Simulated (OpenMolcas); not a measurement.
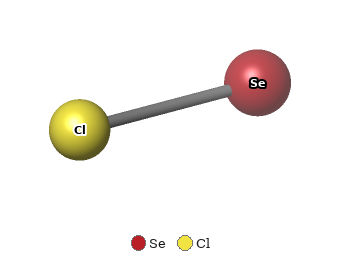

The molecule at the reference distance of 2.150 Å.

Relativistic diatomic calculation for SeCl (part 1 of 2)

SeCl. Computed at this level: SA-CASSCF(9,6)/XMS-CASPT2 + RASSI spin-orbit (X2C scalar, AMFI), ANO-RCC-VTZP (OpenMolcas).

### Input
```
&GATEWAY
Coord
2
angstrom
Se 0.0 0.0 0.0
Cl 0.0 0.0 2.1500
Basis=ANO-RCC-VTZP
Group=XY
RX2C
AMFI
ANGMom
0.0 0.0 0.0
RICD
&SEWARD
&GUESSORB
&RASSCF
FileOrb=$CurrDir/o22.orb
Symmetry=2
Spin=2
nActEl=9 0 0
Inactive=13 8
RAS2=2 4
CIRoot=6 6 1
Linear
Iterations=120 100
OrbListing=Nothing
PRWF=0.15
>>COPY $Project.RasOrb $CurrDir/o22.orb
>>COPY $Project.rasscf.h5 $CurrDir/r22.h5
&CASPT2
XMultistate=all
Imaginary=0.2
IPEA=0.25
MaxIter=40
>>COPY $Project.JobMix JOB001
&RASSCF
FileOrb=$CurrDir/o41.orb
Symmetry=1
Spin=4
nActEl=9 0 0
Inactive=13 8
RAS2=2 4
CIRoot=5 5 1
Linear
Iterations=120 100
OrbListing=Nothing
PRWF=0.15
>>COPY $Project.RasOrb $CurrDir/o41.orb
>>COPY $Project.rasscf.h5 $CurrDir/r41.h5
&CASPT2
XMultistate=all
Imaginary=0.2
IPEA=0.25
MaxIter=40
>>COPY $Project.JobMix JOB002
&RASSCF
FileOrb=$CurrDir/o21.orb
Symmetry=1
Spin=2
nActEl=9 0 0
Inactive=13 8
RAS2=2 4
CIRoot=8 8 1
Linear
Iterations=120 100
OrbListing=Nothing
PRWF=0.15
>>COPY $Project.RasOrb $CurrDir/o21.orb
>>COPY $Project.rasscf.h5 $CurrDir/r21.h5
&CASPT2
XMultistate=all
Imaginary=0.2
IPEA=0.25
MaxIter=40
>>COPY $Project.JobMix JOB003
&RASSCF
FileOrb=$CurrDir/o42.orb
Symmetry=2
Spin=4
nActEl=9 0 0
Inactive=13 8
RAS2=2 4
CIRoot=2 2 1
Linear
Iterations=120 100
OrbListing=Nothing
PRWF=0.15
>>COPY $Project.RasOrb $CurrDir/o42.orb
>>COPY $Project.rasscf.h5 $CurrDir/r42.h5
&CASPT2
XMultistate=all
Imaginary=0.2
IPEA=0.25
MaxIter=40
>>COPY $Project.JobMix JOB004
&RASSI
Nr of JobIphs=4 6 5 8 2
1 2 3 4 5 6
1 2 3 4 5
1 2 3 4 5 6 7 8
1 2
SpinOrbit
EJob
Omega
MEES
MESO
Properties=4
'AngMom' 3 'Mltpl  1' 1 'Mltpl  1' 2 'Mltpl  1' 3
Thrs=1.0d-4
>>COPY $Project.rassi.h5 $CurrDir/so.h5
```

The first orbital files come from an earlier step.

Hardware: 1 thread of Arm Neoverse V1, 24 GiB of memory available, shared host.

Run as:
```bash
pymolcas m.inp (one call a module block, same work directory)
```

### The program's output (extracts)
```
++    Wave function specifications:
      Number of closed shell electrons          42
      Number of electrons in active shells       9
      Number of inactive orbitals               21
      Number of active orbitals                  6
      Number of secondary orbitals              50
      Spin quantum number                      0.5
      State symmetry                             2
++    Orbital specifications:
      Symmetry species                           1   2
                                                 a   b
      Frozen orbitals                            0   0
      Inactive orbitals                         13   8
      Active orbitals                            2   4
      RAS2 orbitals                              2   4
      Secondary orbitals                        26  24
      Number of basis functions                 41  36
      printout of CI-coefficients larger than  0.15 for root  1
      energy=   -2889.032970
      conf/sym  11 2222     Coeff  Weight
            28  02 22u2  -0.16021 0.02567
            34  ud u222   0.15454 0.02388
            35  02 u222   0.95595 0.91384
      printout of CI-coefficients larger than  0.15 for root  2
      energy=   -2889.032970
      conf/sym  11 2222     Coeff  Weight
            26  ud 2u22  -0.15454 0.02388
            27  02 222u   0.16021 0.02567
            29  02 2u22  -0.95595 0.91384
      printout of CI-coefficients larger than  0.15 for root  3
      energy=   -2888.876778
      conf/sym  11 2222     Coeff  Weight
            28  02 22u2   0.93338 0.87120
            34  ud u222  -0.23886 0.05706
            35  02 u222   0.18371 0.03375
      printout of CI-coefficients larger than  0.15 for root  4
      energy=   -2888.876778
      conf/sym  11 2222     Coeff  Weight
            26  ud 2u22   0.23886 0.05706
            27  02 222u  -0.93338 0.87120
            29  02 2u22  -0.18371 0.03375
      printout of CI-coefficients larger than  0.15 for root  5
      energy=   -2888.770078
      conf/sym  11 2222     Coeff  Weight
             6  22 2uud  -0.21417 0.04587
             9  22 u220   0.27292 0.07449
            13  22 uu2d  -0.27067 0.07326
            17  22 u022  -0.87579 0.76701
      printout of CI-coefficients larger than  0.15 for root  6
      energy=   -2888.770078
      conf/sym  11 2222     Coeff  Weight
             7  22 2u02   0.27292 0.07449
            10  22 u2du  -0.19919 0.03968
            16  22 uud2   0.27067 0.07326
            20  22 0u22   0.87579 0.76701
      Natural orbitals and occupation numbers for root  1
      sym 1:   0.052443   1.953337
      sym 2:   1.011708   1.995404   1.987501   1.999608
      Natural orbitals and occupation numbers for root  2
      sym 1:   0.052443   1.953337
      sym 2:   1.995404   1.011708   1.999608   1.987501
      Natural orbitals and occupation numbers for root  3
      sym 1:   0.088477   1.941297
      sym 2:   1.932223   1.984217   1.053983   1.999803
      Natural orbitals and occupation numbers for root  4
      sym 1:   0.088477   1.941297
      sym 2:   1.984217   1.932223   1.999803   1.053983
      Natural orbitals and occupation numbers for root  5
      sym 1:   1.994855   1.997465
      sym 2:   1.033428   0.294716   1.962191   1.717345
      Natural orbitals and occupation numbers for root  6
      sym 1:   1.994855   1.997465
      sym 2:   0.294716   1.033428   1.717345   1.962191
      RASSCF energy for state  6                  -2888.77007808
::    RASSCF root number  1 Total energy:  -2889.03297001
::    RASSCF root number  2 Total energy:  -2889.03297001
::    RASSCF root number  3 Total energy:  -2888.87677836
::    RASSCF root number  4 Total energy:  -2888.87677836
::    RASSCF root number  5 Total energy:  -2888.77007808
::    RASSCF root number  6 Total energy:  -2888.77007808
      Von Neumann Entropy (Root   1) =  0.68095
++    Wave function specifications:
      Number of closed shell electrons           4
      Number of electrons in active shells       9
      Number of inactive orbitals                2
      Number of active orbitals                  6
      Number of secondary orbitals              50
      Spin quantum number                      0.5
      State symmetry                             2
      Number of CSFs                            36
      Number of CASSCF root(s) available         6
      CASPT2 state passed to geometry opt.       6
      A file JOBMIX will be created
      This is a MULTI-STATE CASSCF reference
      Number of CI roots used                    6
      These are:                                 1   2   3   4   5   6
      Off-diagonal elements of Heff are computed
  FINAL CASPT2 RESULT:
      Reference energy:       -2889.0329700107
      E2 (Non-variational):      -0.3190516296
      Shift correction:          -0.0031355304
      E2 (Variational):          -0.3221871600
      Total energy:           -2889.3551571707
      Reference weight:           0.87735
  FINAL CASPT2 RESULT:
      Reference energy:       -2889.0329700107
      E2 (Non-variational):      -0.3190516299
      Shift correction:          -0.0031355303
      E2 (Variational):          -0.3221871602
      Total energy:           -2889.3551571709
      Reference weight:           0.87735
  FINAL CASPT2 RESULT:
      Reference energy:       -2888.8767783613
      E2 (Non-variational):      -0.3199279362
      Shift correction:          -0.0037070127
      E2 (Variational):          -0.3236349489
      Total energy:           -2889.2004133102
      Reference weight:           0.87220
  FINAL CASPT2 RESULT:
      Reference energy:       -2888.8767783613
      E2 (Non-variational):      -0.3199279375
      Shift correction:          -0.0037070135
      E2 (Variational):          -0.3236349510
      Total energy:           -2889.2004133122
      Reference weight:           0.87220
  FINAL CASPT2 RESULT:
      Reference energy:       -2888.7700780777
      E2 (Non-variational):      -0.3356295611
      Shift correction:          -0.0044845136
      E2 (Variational):          -0.3401140747
      Total energy:           -2889.1101921524
      Reference weight:           0.86142
  FINAL CASPT2 RESULT:
      Reference energy:       -2888.7700780777
      E2 (Non-variational):      -0.3356295584
      Shift correction:          -0.0044845129
      E2 (Variational):          -0.3401140713
      Total energy:           -2889.1101921490
      Reference weight:           0.86142
       Total XMS-CASPT2 energies:
::    XMS-CASPT2 Root  1     Total energy:  -2889.35533227
::    XMS-CASPT2 Root  2     Total energy:  -2889.35533227
::    XMS-CASPT2 Root  3     Total energy:  -2889.20022082
::    XMS-CASPT2 Root  4     Total energy:  -2889.20022082
::    XMS-CASPT2 Root  5     Total energy:  -2889.11020955
::    XMS-CASPT2 Root  6     Total energy:  -2889.11020955
++    Wave function specifications:
      Number of closed shell electrons          42
      Number of electrons in active shells       9
      Number of inactive orbitals               21
      Number of active orbitals                  6
      Number of secondary orbitals              50
      Spin quantum number                      1.5
      State symmetry                             1
      printout of CI-coefficients larger than  0.15 for root  1
      energy=   -2888.948705
      conf/sym  11 2222     Coeff  Weight
             6  u2 2uu2  -0.25818 0.06665
             9  2u uu22   0.22132 0.04898
            10  u2 u22u   0.25818 0.06665
            12  u2 uu22   0.89816 0.80668
      printout of CI-coefficients larger than  0.15 for root  2
      energy=   -2888.841495
      conf/sym  11 2222     Coeff  Weight
             5  u2 2u2u  -0.70427 0.49599
            11  u2 u2u2   0.70427 0.49599
      printout of CI-coefficients larger than  0.15 for root  3
      energy=   -2888.841495
      conf/sym  11 2222     Coeff  Weight
             6  u2 2uu2  -0.70427 0.49599
            10  u2 u22u  -0.70427 0.49599
      printout of CI-coefficients larger than  0.15 for root  4
      energy=   -2888.838062
      conf/sym  11 2222     Coeff  Weight
             5  u2 2u2u   0.70491 0.49689
            11  u2 u2u2   0.70491 0.49689
      printout of CI-coefficients larger than  0.15 for root  5
      energy=   -2888.806141
      conf/sym  11 2222     Coeff  Weight
             6  u2 2uu2   0.62527 0.39097
             9  2u uu22   0.36725 0.13487
            10  u2 u22u  -0.62527 0.39097
            12  u2 uu22   0.27701 0.07674
      Natural orbitals and occupation numbers for root  1
      sym 1:   1.026721   1.973279
      sym 2:   1.027400   1.027400   1.972600   1.972600
      Natural orbitals and occupation numbers for root  2
      sym 1:   1.000000   2.000000
      sym 2:   1.500000   1.500000   1.500000   1.500000
      Natural orbitals and occupation numbers for root  3
      sym 1:   1.000000   2.000000
      sym 2:   1.500000   1.500000   1.500000   1.500000
      Natural orbitals and occupation numbers for root  4
      sym 1:   1.000000   2.000000
      sym 2:   1.500000   1.500000   1.500000   1.500000
      Natural orbitals and occupation numbers for root  5
      sym 1:   1.130388   1.869612
      sym 2:   1.271321   1.271321   1.728679   1.728679
      RASSCF energy for state  5                  -2888.80614126
::    RASSCF root number  1 Total energy:  -2888.94870540
::    RASSCF root number  2 Total energy:  -2888.84149540
::    RASSCF root number  3 Total energy:  -2888.84149540
::    RASSCF root number  4 Total energy:  -2888.83806186
::    RASSCF root number  5 Total energy:  -2888.80614126
      Von Neumann Entropy (Root   1) =  1.53957
++    Wave function specifications:
      Number of closed shell electrons           4
      Number of electrons in active shells       9
      Number of inactive orbitals                2
      Number of active orbitals                  6
      Number of secondary orbitals              50
      Spin quantum number                      1.5
      State symmetry                             1
      Number of CSFs                            12
      Number of CASSCF root(s) available         5
      CASPT2 state passed to geometry opt.       5
      A file JOBMIX will be created
      This is a MULTI-STATE CASSCF reference
      Number of CI roots used                    5
      These are:                                 1   2   3   4   5
      Off-diagonal elements of Heff are computed
  FINAL CASPT2 RESULT:
      Reference energy:       -2888.9487054044
      E2 (Non-variational):      -0.3261031280
      Shift correction:          -0.0037842654
      E2 (Variational):          -0.3298873934
      Total energy:           -2889.2785927978
      Reference weight:           0.87027
  FINAL CASPT2 RESULT:
      Reference energy:       -2888.8414954018
      E2 (Non-variational):      -0.3054555958
      Shift correction:          -0.0027092217
      E2 (Variational):          -0.3081648175
      Total energy:           -2889.1496602192
      Reference weight:           0.88529
  FINAL CASPT2 RESULT:
      Reference energy:       -2888.8414954018
      E2 (Non-variational):      -0.2987431870
      Shift correction:          -0.0024609151
      E2 (Variational):          -0.3012041021
      Total energy:           -2889.1426995039
      Reference weight:           0.89070
  FINAL CASPT2 RESULT:
      Reference energy:       -2888.8380618550
      E2 (Non-variational):      -0.3055491396
      Shift correction:          -0.0027083435
      E2 (Variational):          -0.3082574831
      Total energy:           -2889.1463193381
      Reference weight:           0.88526
  FINAL CASPT2 RESULT:
      Reference energy:       -2888.8061412627
      E2 (Non-variational):      -0.3077584308
      Shift correction:          -0.0032238636
      E2 (Variational):          -0.3109822943
      Total energy:           -2889.1171235570
      Reference weight:           0.88260
       Total XMS-CASPT2 energies:
::    XMS-CASPT2 Root  1     Total energy:  -2889.27679183
::    XMS-CASPT2 Root  2     Total energy:  -2889.14954998
::    XMS-CASPT2 Root  3     Total energy:  -2889.14665181
::    XMS-CASPT2 Root  4     Total energy:  -2889.14247929
::    XMS-CASPT2 Root  5     Total energy:  -2889.11892250
++    Wave function specifications:
      Number of closed shell electrons          42
      Number of electrons in active shells       9
      Number of inactive orbitals               21
      Number of active orbitals                  6
      Number of secondary orbitals              50
      Spin quantum number                      0.5
      State symmetry                             1
      printout of CI-coefficients larger than  0.15 for root  1
      energy=   -2888.904095
      conf/sym  11 2222     Coeff  Weight
            18  u2 2022  -0.67463 0.45513
            32  u2 0222   0.67463 0.45513
      printout of CI-coefficients larger than  0.15 for root  2
      energy=   -2888.904095
      conf/sym  11 2222     Coeff  Weight
            13  u2 22ud  -0.16336 0.02669
            24  u2 du22   0.47704 0.22756
            30  u2 ud22   0.82625 0.68269
      printout of CI-coefficients larger than  0.15 for root  3
      energy=   -2888.902337
      conf/sym  11 2222     Coeff  Weight
            21  2u du22   0.15862 0.02516
            24  u2 du22   0.82863 0.68663
            30  u2 ud22  -0.47841 0.22888
      printout of CI-coefficients larger than  0.15 for root  4
      energy=   -2888.883060
      conf/sym  11 2222     Coeff  Weight
            10  u2 2220   0.17344 0.03008
            15  u2 2202   0.17344 0.03008
            18  u2 2022  -0.64516 0.41624
            32  u2 0222  -0.64516 0.41624
            34  0u 2222  -0.19765 0.03906
      printout of CI-coefficients larger than  0.15 for root  5
      energy=   -2888.842096
      conf/sym  11 2222     Coeff  Weight
            34  0u 2222   0.94926 0.90110
      printout of CI-coefficients larger than  0.15 for root  6
      energy=   -2888.830654
      conf/sym  11 2222     Coeff  Weight
            16  u2 2du2   0.25391 0.06447
            17  u2 2ud2   0.64783 0.41968
            22  u2 d22u  -0.25391 0.06447
            28  u2 u22d  -0.64783 0.41968
      printout of CI-coefficients larger than  0.15 for root  7
      energy=   -2888.798788
      conf/sym  11 2222     Coeff  Weight
            12  u2 2d2u   0.49196 0.24202
            14  u2 2u2d  -0.47894 0.22939
            23  u2 d2u2  -0.49196 0.24202
            29  u2 u2d2   0.47894 0.22939
      printout of CI-coefficients larger than  0.15 for root  8
      energy=   -2888.798788
      conf/sym  11 2222     Coeff  Weight
            16  u2 2du2  -0.49196 0.24202
            17  u2 2ud2   0.47894 0.22939
            22  u2 d22u  -0.49196 0.24202
            28  u2 u22d   0.47894 0.22939
      Natural orbitals and occupation numbers for root  1
      sym 1:   1.030231   1.969769
      sym 2:   1.053497   1.053497   1.946503   1.946503
      Natural orbitals and occupation numbers for root  2
      sym 1:   1.030231   1.969769
      sym 2:   1.053497   1.053497   1.946503   1.946503
      Natural orbitals and occupation numbers for root  3
      sym 1:   1.034167   1.965833
      sym 2:   1.029870   1.029870   1.970130   1.970130
      Natural orbitals and occupation numbers for root  4
      sym 1:   0.990038   1.927176
      sym 2:   1.126724   1.126724   1.914669   1.914669
      Natural orbitals and occupation numbers for root  5
      sym 1:   0.100955   1.084224
      sym 2:   1.935973   1.935973   1.971438   1.971438
      Natural orbitals and occupation numbers for root  6
      sym 1:   1.014711   1.985289
      sym 2:   1.487130   1.487130   1.512870   1.512870
      Natural orbitals and occupation numbers for root  7
      sym 1:   1.029805   1.970195
      sym 2:   1.464850   1.464850   1.535150   1.535150
      Natural orbitals and occupation numbers for root  8
      sym 1:   1.029805   1.970195
SPIN-FREE ENERGIES:
  (Shifted by EMIN (a.u.) =      -2889.3553322660)
 SF State       Relative EMIN(au)   Rel lowest level(eV)    D:o, cm**(-1)      Abs_M
     1             0.0000000000        0.0000000000              0.0000         1.0
     2             0.0000000005        0.0000000139              0.0001         1.0
     7             0.0785404370        2.1371941670          17237.6335         0.0
    12             0.1203466434        3.2747989982          26413.0352         0.0
    13             0.1247520894        3.3946772903          27379.9188         2.0
    14             0.1249302968        3.3995265597          27419.0308         2.0
    15             0.1503862541        4.0922184466          33005.9677         0.0
     3             0.1551114466        4.2207974843          34043.0276         1.0
     4             0.1551114493        4.2207975579          34043.0282         1.0
    16             0.1838001467        5.0014567828          40339.4694         0.0
     8             0.2057822836        5.5996212014          45163.9908         2.0
     9             0.2086804513        5.6784843620          45800.0651         0.5
    10             0.2128529763        5.7920245514          46715.8285         1.9
    17             0.2175131444        5.9188341862          47738.6172         0.0
    20             0.2325409208        6.3277608142          51036.8329         1.0
    21             0.2325413563        6.3277726641          51036.9284         1.0
    11             0.2364097658        6.4330374503          51885.9462         0.0
     5             0.2451227155        6.6701288881          53798.2176         1.0
     6             0.2451227189        6.6701289814          53798.2184         1.0
    18             0.2482045877        6.7539909047          54474.6104         2.0
    19             0.2482398335        6.7549499900          54482.3459         2.0
```

(Continued in part 2.) Outcome of the run: converged.
